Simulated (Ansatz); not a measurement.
**BH7N2OSi: how energies converge with the basis set**

Aim: see how fast density functionals converge with the basis set for BH7N2OSi.

Computed with Ansatz 0.2.0, Gaussian basis. Level: one geometry, several basis sets.

The runs, in order: PBE0-D4/def2-SVP; ωB97M-V/def2-SVP; PBE0-D4/def2-QZVPP; ωB97M-V/def2-QZVPP; the functionals' def2-TZVPP values are taken from earlier runs.

### 1 The relaxed structure

The geometry comes from an earlier relaxation with PBE0-D4 in a triple-zeta def2 set; it is a stationary point, not always the lowest conformer.

12 atoms, charge 0, spin multiplicity 1.

Atoms are counted from 1 here; the program's logs count them from 0.

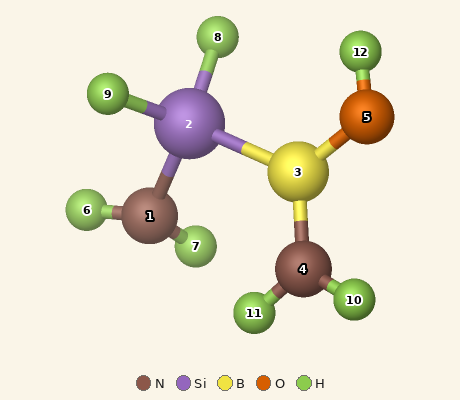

The structure; nitrogen brown, silicon purple, boron yellow, oxygen orange, hydrogen green; atoms are numbered from 1 in the order of the file.

### 2 PBE0-D4 in def2-SVP

File in.yaml:

```yaml
crystal:
  periodic: [false, false, false]
  atoms:
    - {symbol: N, position_ang: [-1.926884, 0.068208, -0.175817]}
    - {symbol: Si, position_ang: [-0.610667, 0.023682, 0.955873]}
    - {symbol: B, position_ang: [1.114564, -0.023670, -0.112566]}
    - {symbol: N, position_ang: [1.037759, -0.481430, -1.432202]}
    - {symbol: O, position_ang: [2.345431, 0.365000, 0.361852]}
    - {symbol: H, position_ang: [-2.858280, -0.128107, 0.157482]}
    - {symbol: H, position_ang: [-1.954691, 0.831335, -0.835315]}
    - {symbol: H, position_ang: [-0.587586, 1.151745, 1.949564]}
    - {symbol: H, position_ang: [-0.814856, -1.206309, 1.775537]}
    - {symbol: H, position_ang: [1.839786, -0.551502, -2.037852]}
    - {symbol: H, position_ang: [0.174478, -0.807638, -1.829474]}
    - {symbol: H, position_ang: [2.317847, 0.703586, 1.256920]}
basis:
  gaussian: {orbitals: def2-SVP}
hamiltonian: {xc: pbe0, dispersion: d4}
output: {orbitals: {seedname: orbitals}}
```

On the command line:

```sh
ansatz run in.yaml --threads 4 --pin off --events-out ev --progress --plain --max-ram 10444MiB
```

Standard output:

```text
Functional definition: PBE0
  name "PBE0"
  cite "Adamo & Barone, J. Chem. Phys. 110, 6158 (1999) doi:10.1063/1.478522"
  cite "Perdew, Burke & Ernzerhof, Phys. Rev. Lett. 77, 3865 (1996) doi:10.1103/PhysRevLett.77.3865"
  parent pbe
  parameter a = 0.25
  parameter kappa = 0.804
  parameter beta = 0.06672455060314922
  exchange = (1 - a)*pbe_x(kappa = kappa, mu = beta*pi^2/3) + a*exact_x
  correlation = pbe_c(beta = beta)
1243 factors; their error is unknown
mean field evaluation 1: about -13670.4537 eV, gradient 7.5e1 eV
mean field evaluation 2: about -13660.0648 eV, gradient 1.0e2 eV
mean field evaluation 4: about -13681.2363 eV, gradient 2.6e0 eV
mean field evaluation 8: about -13681.2543 eV, gradient 5.2e-2 eV
mean field evaluation 16: about -13681.3010 eV, gradient 1.8e-5 eV
mean field -13681.30102263 eV, -502.7785390627 hartree, gradient 1.8e-5 eV, S^2 0.000000; 0 other end points of the search recorded, 0 dependent functions left out
reference -13681.30105246 eV, -502.7785401589 hartree; 24, 24 occupied and 85, 85 virtual orbitals, 1243 factors
Total energy: -13681.49728703 eV, -502.7857516465 hartree
```

It took 0.45 s on 4 threads of AMD EPYC 9R45, shared host.

### 3 ωB97M-V in def2-SVP

in.yaml, as its differences from that of step 2:

```diff
@@ -17,3 +17,3 @@
   gaussian: {orbitals: def2-SVP}
-hamiltonian: {xc: pbe0, dispersion: d4}
+hamiltonian: {xc: {name: wB97M-V}}
 output: {orbitals: {seedname: orbitals}}
```

The command is unchanged.

Standard output, cut to the lines that bear on the results:

```text
Functional definition: wB97M-V
  name "wB97M-V"
  cite "Mardirossian & Head-Gordon, J. Chem. Phys. 144, 214110 (2016) doi:10.1063/1.4952647"
  cite "Becke, J. Chem. Phys. 107, 8554 (1997) doi:10.1063/1.475007"
  cite "Vydrov & Van Voorhis, J. Chem. Phys. 133, 244103 (2010) doi:10.1063/1.3521275"
  # Of w^i u^j: cxij and so on, Table III.
[...]
  gx(w, u) = 1 - cx + cx01*u + cx10*w
  gss(w, u) = css00 + css04*u^4 + css10*w + css20*w^2 + css43*w^4*u^3
  gos(w, u) = cos00 + cos10*w + (cos20 + cos21*u)*w^2 + (cos60 + cos61*u)*w^6
[...]
      + integral(e_c_pw_mod_opposite_spin*gos(b97_w_opposite, b97_u_opposite)) + vv10(b, c)
1243 factors; their error is unknown
340 factors; integrals over basis functions are off by at most 8.7e-6 eV
[...]
mean field -13688.22868429 eV, -503.0331259332 hartree, gradient 3.1e-5 eV, S^2 0.000000; 0 other end points of the search recorded, 0 dependent functions left out
reference -13688.22872889 eV, -503.0331275721 hartree; 24, 24 occupied and 85, 85 virtual orbitals, 1243 factors
Total energy: -13688.22872889 eV, -503.0331275721 hartree
```

It took 1.4 s on 4 threads of AMD EPYC 9R45, shared host.

### 4 PBE0-D4 in def2-QZVPP

in.yaml, as its differences from that of step 3:

```diff
@@ -16,4 +16,4 @@
 basis:
-  gaussian: {orbitals: def2-SVP}
-hamiltonian: {xc: {name: wB97M-V}}
+  gaussian: {orbitals: "def2-QZVPP.json"}
+hamiltonian: {xc: pbe0, dispersion: d4}
 output: {orbitals: {seedname: orbitals}}
```

The command is unchanged.

Standard output:

```text
Functional definition: PBE0
  name "PBE0"
  cite "Adamo & Barone, J. Chem. Phys. 110, 6158 (1999) doi:10.1063/1.478522"
  cite "Perdew, Burke & Ernzerhof, Phys. Rev. Lett. 77, 3865 (1996) doi:10.1103/PhysRevLett.77.3865"
  parent pbe
  parameter a = 0.25
  parameter kappa = 0.804
  parameter beta = 0.06672455060314922
  exchange = (1 - a)*pbe_x(kappa = kappa, mu = beta*pi^2/3) + a*exact_x
  correlation = pbe_c(beta = beta)
1548 factors; their error is unknown
mean field evaluation 1: about -13676.9294 eV, gradient 9.1e1 eV
mean field evaluation 2: about -13657.5512 eV, gradient 1.3e2 eV
mean field evaluation 4: about -13691.6345 eV, gradient 3.8e0 eV
mean field evaluation 8: about -13691.6669 eV, gradient 1.5e-1 eV
mean field evaluation 16: about -13691.6752 eV, gradient 1.3e-4 eV
mean field -13691.67516579 eV, -503.1597817921 hartree, gradient 1.6e-5 eV, S^2 0.000000; 0 other end points of the search recorded, 0 dependent functions left out
reference -13691.67520749 eV, -503.1597833245 hartree; 24, 24 occupied and 484, 484 virtual orbitals, 1548 factors
Total energy: -13691.87144207 eV, -503.1669948121 hartree
```

Wall time 3.4 s (4 threads of AMD EPYC 9R45, shared host); peak memory 1.8 GiB.

### 5 ωB97M-V in def2-QZVPP

in.yaml, as its differences from that of step 4:

```diff
@@ -17,3 +17,3 @@
   gaussian: {orbitals: "def2-QZVPP.json"}
-hamiltonian: {xc: pbe0, dispersion: d4}
+hamiltonian: {xc: {name: wB97M-V}}
 output: {orbitals: {seedname: orbitals}}
```

Same command.

Standard output, cut to the lines that bear on the results:

```text
Functional definition: wB97M-V
  name "wB97M-V"
  cite "Mardirossian & Head-Gordon, J. Chem. Phys. 144, 214110 (2016) doi:10.1063/1.4952647"
  cite "Becke, J. Chem. Phys. 107, 8554 (1997) doi:10.1063/1.475007"
  cite "Vydrov & Van Voorhis, J. Chem. Phys. 133, 244103 (2010) doi:10.1063/1.3521275"
  # Of w^i u^j: cxij and so on, Table III.
[...]
  gx(w, u) = 1 - cx + cx01*u + cx10*w
  gss(w, u) = css00 + css04*u^4 + css10*w + css20*w^2 + css43*w^4*u^3
  gos(w, u) = cos00 + cos10*w + (cos20 + cos21*u)*w^2 + (cos60 + cos61*u)*w^6
[...]
      + integral(e_c_pw_mod_opposite_spin*gos(b97_w_opposite, b97_u_opposite)) + vv10(b, c)
1528 factors; their error is unknown
427 factors; integrals over basis functions are off by at most 8.5e-6 eV
[...]
mean field -13698.81048020 eV, -503.4219997601 hartree, gradient 1.5e-5 eV, S^2 0.000000; 0 other end points of the search recorded, 0 dependent functions left out
reference -13698.81054666 eV, -503.4220022024 hartree; 24, 24 occupied and 484, 484 virtual orbitals, 1528 factors
Total energy: -13698.81054666 eV, -503.4220022024 hartree
```

Wall time 7 s (4 threads of AMD EPYC 9R45, shared host); peak memory 2.2 GiB.

### 6 Density functionals: the series

The def2-TZVPP values come from earlier runs at the same geometry.

```
functional       basis  functions  energy (eV)  from the largest (eV)  HOMO (eV)  LUMO (eV)
   PBE0-D4    def2-SVP        109  -13681.4973                 10.374      -6.90       0.44
   PBE0-D4  def2-TZVPP        264  -13691.2479                  0.624      -7.15      -0.02
   PBE0-D4  def2-QZVPP        508  -13691.8714                  0.000      -7.20      -0.16
   ωB97M-V    def2-SVP        109  -13688.2287                 10.582      -9.15       2.35
   ωB97M-V  def2-TZVPP        264  -13698.2242                  0.586      -9.43       1.64
   ωB97M-V  def2-QZVPP        508  -13698.8105                  0.000      -9.47       1.29
```

### 7 What came out

| quantity | value |
| --- | --- |
| PBE0-D4: double and triple zeta above quadruple | 10.37, 0.62 eV |
| ωB97M-V: double and triple zeta above quadruple | 10.58, 0.59 eV |

For PBE0-D4 the step from double to triple zeta gains 9.75 eV and the next only 0.62 eV. Total energies overstate the basis error of differences, where much of it tends to cancel. The LUMO of ωB97M-V is positive and keeps falling with the basis (2.35 to 1.29 eV): an unbound level that the basis holds in place.

For PBE0-D4 the largest set took about 7 times as long as the smallest (3.4 s against 0.45 s).
